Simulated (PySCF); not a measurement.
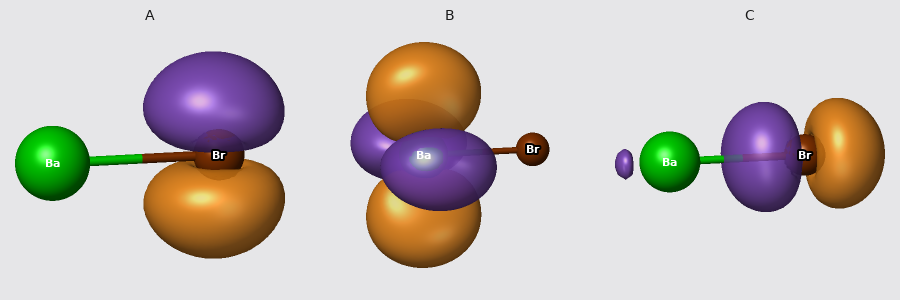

Figure 1: BaBr (doublet). Three frontier β-spin orbitals, each drawn at the value that holds 80 % of its norm (orange and purple are the two phases), in no order; of a degenerate pair one member is drawn.

Theory: PBE0/x2c-TZVPall, spin-free X2C-1e, Gaussian nucleus, at a bond length of 2.846 Å (PySCF 2.14.0).

Question: Name the orbitals and rank them from lowest to highest energy.

Answer: Orbital C: σ, occupied in this spin, −7.65 eV; mainly on Br (85 %).
Orbital A: π, occupied in this spin, −7.31 eV; mainly on Br (90 %).
Orbital B: δ, empty in this spin, −0.81 eV; almost wholly on Ba.
